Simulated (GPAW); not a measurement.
Band structure of SiMo₃ (Pm-3n, 8 atoms in the cell).

```
CELL_PARAMETERS angstrom
      4.88970     0.00000     0.00000
      0.00000     4.88970     0.00000
      0.00000     0.00000     4.88970
ATOMIC_POSITIONS crystal
  Si 0.50000 0.50000 0.50000
  Si 0.00000 0.00000 0.00000
  Mo 0.00000 0.50000 0.25000
  Mo 0.00000 0.50000 0.75000
  Mo 0.25000 0.00000 0.50000
  Mo 0.75000 0.00000 0.50000
  Mo 0.50000 0.25000 0.00000
  Mo 0.50000 0.75000 0.00000
```

Method: PBE, GPAW PAW datasets PBE (gpaw-data 1.0.1) (plane waves; GPAW).

Settings: mode = pw; ecut = 550 eV; xc = PBE; kpts = 5 5 5; mesh shift (steps) = 0.5 0.5 0.5; occupations.name = methfessel-paxton; occupations.width = 0.1 eV; occupations.order = 1; nbands = -6; convergence.density = 1e-05 e/electron; symmetry.symmorphic = false; symmetry.tolerance = 0.0005; maxiter = 120; bandpath_npoints = 50.

The starting cell comes from a database of computed structures (which also holds hypothetical and non-ambient phases and stackings), without a prior relaxation at this level. Spin polarisation is off.

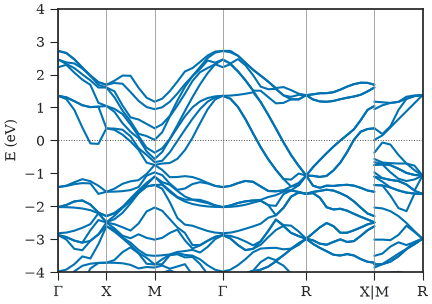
Figure. Bands along the path, energies from the Fermi level.

Levels in eV from the Fermi level, bands 43 to 50:
```csv
point,43,44,45,46,47,48,49,50
Γ,-1.41,-1.41,1.35,1.35,1.35,2.22,2.45,2.45
X,-1.56,-1.56,0.37,0.37,1.05,1.05,1.61,1.61
M,-0.97,-0.74,-0.74,-0.66,-0.56,-0.37,0.02,0.37
R,-1.06,-1.06,-1.06,-1.06,-1.06,-1.06,1.37,1.37
```

Bands cross the Fermi level along this path, so the cell is metallic at this level.
